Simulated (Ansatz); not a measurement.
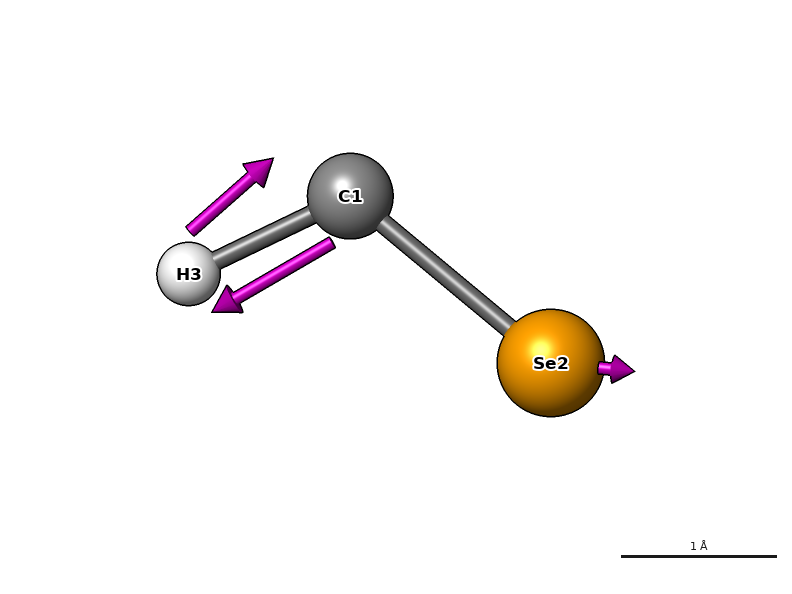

Arrows show the forces on the atoms, 0.4 Å of arrow for 1 eV/Å; forces under a tenth of the largest aren't drawn. Charge 0, doublet. Level of theory: PBE-D4/def2-TZVPP (Ansatz 0.2.0).

Q: On which atom is the force largest, and how large is it?

A: On C1: 2.31 eV/Å.

Q: Which bond do the forces act along most?

A: C1–H3, now 1.178 Å: the forces pull its atoms together, so a first step downhill shortens it.

List the force components in the frame of the picture (x right, y up, z towards the viewer), in eV/Å.

```json
{"atom": "C1", "Fx": "−1.97", "Fy": "−1.14", "Fz": "−0.38"}
{"atom": "Se2", "Fx": "0.60", "Fy": "−0.06", "Fz": "0.13"}
{"atom": "H3", "Fx": "1.37", "Fy": "1.20", "Fz": "0.25"}
```
